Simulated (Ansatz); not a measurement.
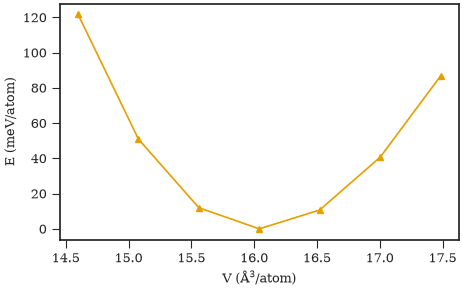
Figure: ScIr$_{2}$ (cubic Laves (MgCu2 type), Fd-3m) under volume change, LDA in the plane-wave PAW code Ansatz, scaled uniformly.

Q: What does a third-order Birch–Murnaghan fit give for V₀, B₀ and B′?

A: V₀ = 16.04 Å³/atom, B₀ = 251 GPa, B′ = 4.6.

The first step of the workflow began from a Materials Project structure, measured or hypothetical; the Crystallography Open Database files this formula in space group No. 227, but the cells were not matched. Its standing as an ambient phase is unchecked. The LDA relaxation kept the symmetry of its start. At this level the phase is dynamically unstable (imaginary phonons). No spin polarisation was allowed. Spin–orbit coupling is left out wherever it is not named.

Potentials: the later of the program's two PAW sets.
